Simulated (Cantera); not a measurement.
A closed system holds: 1 mol Cr, 0.13 mol N2, 190 mol H2, 3.1 mol O2, equilibrated at 0.120 bar.

These are equilibrium values from Cantera (NASA tables, ideal gas, pure condensed phases), not measurements of a reactor. Candidate condensed phases: Cr, CrN, Cr2N, Cr2O3, H2O; 29 gas species. Equilibrium is a limit: real reactors are often held back by kinetics, nucleation or transport.

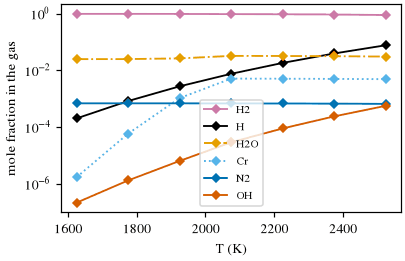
Figure. Equilibrium gas composition (values under 1e-9 drawn at 1e-9)

Task: Read off the mole fractions at 2525 K.

Result: H2 about 0.89, H about 0.076, H2O about 0.030, Cr about 0.0049, N2 about 0.00065, OH about 0.00056.
